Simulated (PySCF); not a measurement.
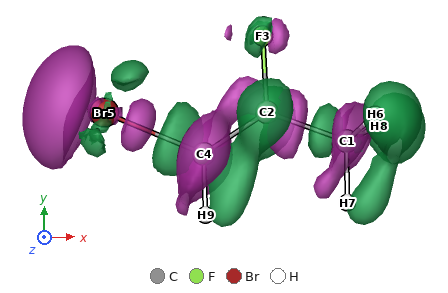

C$_{3}$H$_{4}$BrF, SMILES `C/C(F)=C/Br`. Change of the electron density in a uniform field of 0.41 V/Å, surfaces at ±0.005 e/Å³ (green: gain, purple: loss).

Method: PBE0/def2-SVPD; geometry: GFN2-xTB; program: PySCF. No frequency check shows the geometry to be a minimum. GFN2-xTB bond lengths at metals and heavier atoms can be off by up to 0.1 Å and shapes distorted, which carries into these values.

The field was applied in both directions; the picture shows the one opposite to the script's first.

Along which Cartesian direction does the field point?

Along −x: electrons gather on the +x side, against the field.

What dipole is induced, and what polarisability does it imply?

The induced dipole is 1.75 D (along the field); α along this axis, from the fields in both directions, is 86 bohr³ (12.8 Å³).
